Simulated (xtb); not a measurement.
**Geometry relaxation, with input and output: C$_{4}$H$_{6}$O (part 1 of 2)**

System: C$_{4}$H$_{6}$O (trans-Crotonaldehyde).
Method: GFN2-xTB, ALPB solvent water (xtb 6.7.1 later snapshot).

The geometry comes from this level: GFN2-xTB.

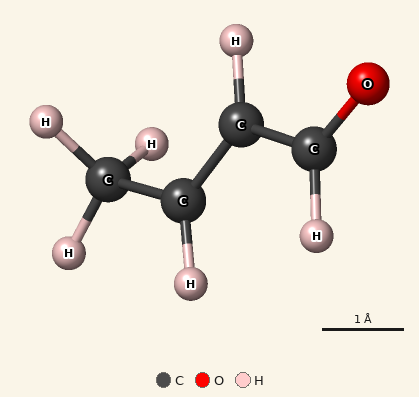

Figure 1. The input geometry (ball-and-stick view, seen at a tilt). Bond lengths as drawn: C–C 1.33 to 1.49 Å, C–H 1.08 to 1.11 Å and C–O 1.21 Å.

Input (coord)
```
$coord
     -0.772671217837      0.747046531587      3.143124771306  c
     -0.061775147014     -0.612384647946      0.784066266368  c
      0.222420764868      0.498037320145     -1.462307869758  c
      0.918936019883     -0.905707937011     -3.723232897044  c
      1.201960301568     -0.004308575564     -5.796413633848  o
      0.597758167742      2.227514669403      3.553686669142  h
     -2.602908764060      1.661541695077      2.913088410156  h
     -0.869160633760     -0.529444568336      4.746840846970  h
      0.236234662839     -2.631916060073      0.932693226070  h
     -0.056294941253      2.509272834584     -1.695953607807  h
      1.185500787023     -2.959670159128     -3.395554387034  h
$end
```

Machine: 1 thread of Arm Neoverse V1, 24 GiB of memory available, shared host.

Command:
```bash
xtb coord -c 0 --alpb water -o --gfn 2 > coord.out 2> xtb.err
```

The program's output
```
* xtb version 6.7.1
   ID    Z sym.   atoms
    1    6 c      1-4
    2    8 o      5
    3    1 h      6-11

           -------------------------------------------------
          |                Calculation Setup                |
           -------------------------------------------------

          program call               : xtb coord -c 0 --alpb water -o --gfn 2
          coordinate file            : coord
          omp threads                :                     1

           -------------------------------------------------
          |                 G F N 2 - x T B                 |
           -------------------------------------------------

      * Hamiltonian:
        H0-scaling (s, p, d)           1.850000    2.230000    2.230000
        zeta-weighting                 0.500000
      * Dispersion:
        s8                             2.700000
        a1                             0.520000
        a2                             5.000000
        s9                             5.000000
      * Repulsion:
        kExp                           1.500000    1.000000
        rExp                           1.000000
      * Coulomb:
        alpha                          2.000000
        third order                    shell-resolved
        anisotropic                    true
        a3                             3.000000
        a5                             4.000000
        cn-shift                       1.200000
        cn-exp                         4.000000
        max-rad                        5.000000

      * Solvation model:               ALPB
        Solvent                        water
        Parameter file                 internal GFN2-xTB/ALPB
        Dielectric constant                8.0200E+01
        Reference state                gsolv [1 M gas/solution]
        Free energy shift                  1.0808E-03 Eh       6.7819E-01 kcal/mol
        Temperature                        2.9815E+02 K
        Density                            1.0000E+00 kg/L
        Solvent mass                       1.8000E+01 g/mol
        Interaction kernel             P16
        Born radius scaling (c1)           1.4744E+00
        Born radii integrator          GBOBC
        Born offset                        0.0000E+00 a0       0.0000E+00 AA
        H-bond correction              true
        Ion screening                  false
        Surface tension                    1.0000E-05 Eh       1.5569E+01 dyn/cm
        Grid points                               230 per atom

          ...................................................
          :                      SETUP                      :
          :.................................................:
          :  # basis functions                  26          :
          :  # atomic orbitals                  26          :
          :  # shells                           16          :
          :  # electrons                        28          :
          :  max. iterations                   250          :
          :  Hamiltonian                  GFN2-xTB          :
          :  restarted?                      false          :
          :  GBSA solvation                   true          :
          :  PC potential                    false          :
          :  electronic temp.          300.0000000     K    :
          :  accuracy                    1.0000000          :
          :  -> integral cutoff          0.2500000E+02      :
          :  -> integral neglect         0.1000000E-07      :
          :  -> SCF convergence          0.1000000E-05 Eh   :
          :  -> wf. convergence          0.1000000E-03 e    :
          :  Broyden damping             0.4000000          :
          :  net charge                          0          :
          :  unpaired electrons                  0          :
          ...................................................

 iter      E             dE          RMSdq      gap      omega  full diag
   1    -15.8133671 -0.158134E+02  0.558E+00    3.78       0.0  T
   2    -15.8575020 -0.441348E-01  0.282E+00    2.90       1.0  T
   3    -15.8570476  0.454325E-03  0.182E+00    3.25       1.0  T
   4    -15.8650657 -0.801809E-02  0.511E-01    3.03       1.0  T
   5    -15.8663681 -0.130242E-02  0.101E-01    3.07       1.0  T
   6    -15.8664119 -0.437908E-04  0.528E-02    3.07       1.0  T
   7    -15.8664139 -0.197013E-05  0.126E-02    3.07       2.4  T
   8    -15.8664144 -0.500595E-06  0.501E-03    3.07       6.0  T
   9    -15.8664144 -0.355388E-07  0.146E-03    3.07      20.7  T
  10    -15.8664144 -0.217034E-08  0.463E-04    3.07      65.1  T
  11    -15.8664144 -0.126417E-08  0.116E-04    3.07     259.1  T

   *** convergence criteria satisfied after 11 iterations ***

         #    Occupation            Energy/Eh            Energy/eV
      -------------------------------------------------------------
         1        2.0000           -0.7195797             -19.5808
       ...           ...                  ...                  ...
         8        2.0000           -0.5310998             -14.4520
         9        2.0000           -0.4916273             -13.3779
        10        2.0000           -0.4851169             -13.2007
        11        2.0000           -0.4757513             -12.9459
        12        2.0000           -0.4469106             -12.1611
        13        2.0000           -0.4205448             -11.4436
        14        2.0000           -0.4047311             -11.0133 (HOMO)
        15                         -0.2918766              -7.9424 (LUMO)
        16                         -0.1757343              -4.7820
        17                          0.0876263               2.3844
        18                          0.1171146               3.1869
        19                          0.1499550               4.0805
       ...                                ...                  ...
        26                          0.6740875              18.3429
      -------------------------------------------------------------
                  HL-Gap            0.1128545 Eh            3.0709 eV
             Fermi-level           -0.3483039 Eh           -9.4778 eV

 SCC (total)                   0 d,  0 h,  0 min,  0.004 sec
 SCC setup                      ...        0 min,  0.000 sec (  5.165%)
 Dispersion                     ...        0 min,  0.000 sec (  0.994%)
 classical contributions        ...        0 min,  0.000 sec (  0.202%)
 integral evaluation            ...        0 min,  0.000 sec ( 11.051%)
 iterations                     ...        0 min,  0.002 sec ( 56.680%)
 molecular gradient             ...        0 min,  0.001 sec ( 24.430%)
 printout                       ...        0 min,  0.000 sec (  1.182%)

         :::::::::::::::::::::::::::::::::::::::::::::::::::::
         ::                     SUMMARY                     ::
         :::::::::::::::::::::::::::::::::::::::::::::::::::::
         :: total energy             -15.639949477950 Eh    ::
         :: w/o Gsasa/hb/shift       -15.640697482727 Eh    ::
         :: gradient norm              0.029252751734 Eh/a0 ::
         :: HOMO-LUMO gap              3.070925947600 eV    ::
         ::.................................................::
         :: SCC energy               -15.866414546070 Eh    ::
         :: -> isotropic ES            0.036804424329 Eh    ::
         :: -> anisotropic ES          0.000102242976 Eh    ::
         :: -> anisotropic XC          0.008552146930 Eh    ::
         :: -> dispersion             -0.004964478361 Eh    ::
         :: -> Gsolv                  -0.008599632252 Eh    ::
         ::    -> Gelec               -0.009347637029 Eh    ::
         ::    -> Gsasa                0.001565241206 Eh    ::
         ::    -> Ghb                 -0.001897996127 Eh    ::
         ::    -> Gshift               0.001080759698 Eh    ::
         :: repulsion energy           0.226465068120 Eh    ::
         :: add. restraining           0.000000000000 Eh    ::
         :: total charge              -0.000000000000 e     ::
         :::::::::::::::::::::::::::::::::::::::::::::::::::::

      -----------------------------------------------------------
     |                   =====================                   |
     |                        A N C O P T                        |
     |                   =====================                   |
     |               Approximate Normal Coordinate               |
     |                Rational Function Optimizer                |
      -----------------------------------------------------------

          ...................................................
          :                      SETUP                      :
          :.................................................:
          :   optimization level            normal          :
          :   max. optcycles                   200          :
          :   ANC micro-cycles                  20          :
          :   degrees of freedom                27          :
          :.................................................:
          :   RF solver                   davidson          :
          :   write xtbopt.log                true          :
          :   linear?                        false          :
          :   energy convergence         0.5000000E-05 Eh   :
          :   grad. convergence          0.1000000E-02 Eh/α :
          :   maximum RF displ.          1.0000000          :
          :   Hlow (freq-cutoff)         0.1000000E-01      :
          :   Hmax (freq-cutoff)         5.0000000          :
          :   S6 in model hess.         20.0000000          :
          ...................................................

generating ANC from exact Hessian ...
Using Lindh-Hessian (1995)
 Shifting diagonal of input Hessian by    5.5119842538628181E-003
 Lowest  eigenvalues of input Hessian
    0.000000    0.000000    0.000000    0.000000    0.000000    0.000000
    0.010000    0.014907    0.020527    0.020941    0.041394    0.043782
    0.058929    0.072598    0.091590    0.109328    0.119963    0.133543
 Highest eigenvalues
    1.105814    1.158901    1.319078    1.609162    1.851836    2.267777

........................................................................
.............................. CYCLE    1 ..............................
........................................................................

 iter      E             dE          RMSdq      gap      omega  full diag
   1    -15.8664144 -0.158664E+02  0.468E-05    3.07       0.0  T
   2    -15.8664144 -0.913225E-11  0.217E-05    3.07    1386.5  T
   3    -15.8664144 -0.337330E-11  0.891E-06    3.07    3384.9  T
     SCC iter.                  ...        0 min,  0.001 sec
     gradient                   ...        0 min,  0.001 sec
 * total energy  :   -15.6399495 Eh     change       -0.1623057E-10 Eh
   gradient norm :     0.0292528 Eh/α   predicted     0.0000000E+00 (-100.00%)
   displ. norm   :     0.0262626 α      lambda       -0.4350839E-03
   maximum displ.:     0.0153517 α      in ANC's #5, #27, #9, ...

........................................................................
.............................. CYCLE    2 ..............................
........................................................................

 iter      E             dE          RMSdq      gap      omega  full diag
   1    -15.8650877 -0.158651E+02  0.660E-02    3.04       0.0  T
   2    -15.8651138 -0.260269E-04  0.413E-02    3.02       1.0  T
   3    -15.8651226 -0.880636E-05  0.201E-02    3.03       1.5  T
   4    -15.8651232 -0.672942E-06  0.112E-02    3.03       2.7  T
   5    -15.8651234 -0.151379E-06  0.295E-03    3.03      10.2  T
   6    -15.8651234 -0.106815E-07  0.123E-03    3.03      24.6  T
   7    -15.8651234 -0.245638E-08  0.435E-04    3.03      69.3  T
   8    -15.8651234 -0.172410E-09  0.262E-04    3.03     115.1  T
     SCC iter.                  ...        0 min,  0.001 sec
     gradient                   ...        0 min,  0.001 sec
 * total energy  :   -15.6402485 Eh     change       -0.2990331E-03 Eh
   gradient norm :     0.0116353 Eh/α   predicted    -0.2176936E-03 ( -27.20%)
   displ. norm   :     0.0210790 α      lambda       -0.1391647E-03
   maximum displ.:     0.0117156 α      in ANC's #5, #27, #18, ...

........................................................................
.............................. CYCLE    3 ..............................
........................................................................

 iter      E             dE          RMSdq      gap      omega  full diag
   1    -15.8649425 -0.158649E+02  0.568E-02    3.01       0.0  T
   2    -15.8649545 -0.120557E-04  0.314E-02    2.99       1.0  T
   3    -15.8649579 -0.332409E-05  0.199E-02    3.00       1.5  T
   4    -15.8649588 -0.949023E-06  0.767E-03    3.00       3.9  T
   5    -15.8649589 -0.727056E-07  0.169E-03    3.00      17.8  T
   6    -15.8649589 -0.311037E-08  0.634E-04    3.00      47.6  T
   7    -15.8649589 -0.615799E-09  0.277E-04    3.00     108.8  T
     SCC iter.                  ...        0 min,  0.001 sec
     gradient                   ...        0 min,  0.001 sec
 * total energy  :   -15.6403250 Eh     change       -0.7648814E-04 Eh
   gradient norm :     0.0015422 Eh/α   predicted    -0.6961272E-04 (  -8.99%)
   displ. norm   :     0.0102515 α      lambda       -0.5778767E-05
   maximum displ.:     0.0038127 α      in ANC's #2, #13, #1, ...

........................................................................
.............................. CYCLE    4 ..............................
........................................................................

 iter      E             dE          RMSdq      gap      omega  full diag
   1    -15.8650324 -0.158650E+02  0.189E-02    3.00       0.0  T
   2    -15.8650326 -0.191838E-06  0.105E-02    2.99       2.9  T
   3    -15.8650325  0.137728E-06  0.620E-03    3.00       4.9  T
   4    -15.8650327 -0.188330E-06  0.983E-04    2.99      30.7  T
   5    -15.8650327 -0.609553E-08  0.247E-04    2.99     122.1  T
     SCC iter.                  ...        0 min,  0.001 sec
     gradient                   ...        0 min,  0.001 sec
 * total energy  :   -15.6403284 Eh     change       -0.3397312E-05 Eh
   gradient norm :     0.0008785 Eh/α   predicted    -0.2888884E-05 ( -14.97%)
   displ. norm   :     0.0114577 α      lambda       -0.2625076E-05
   maximum displ.:     0.0088379 α      in ANC's #4, #7, #6, ...

   *** GEOMETRY OPTIMIZATION CONVERGED AFTER 4 ITERATIONS ***

------------------------------------------------------------------------
 total energy gain   :        -0.0003789 Eh       -0.2378 kcal/mol
 total RMSD          :         0.0144880 a0        0.0077 Å
 total power (kW/mol):        -0.2487126 (step)  -75.5406 (real)
------------------------------------------------------------------------

 ANCopt (total)                0 d,  0 h,  0 min,  0.013 sec
 optimizer setup                ...        0 min,  0.000 sec (  0.352%)
 model hessian                  ...        0 min,  0.000 sec (  3.473%)
 ANC generation                 ...        0 min,  0.000 sec (  1.308%)
 coordinate transformation      ...        0 min,  0.000 sec (  0.136%)
 single point calculation       ...        0 min,  0.011 sec ( 83.868%)
 optimization log               ...        0 min,  0.000 sec (  1.715%)
 hessian update                 ...        0 min,  0.000 sec (  0.204%)
 rational function              ...        0 min,  0.000 sec (  2.457%)
```
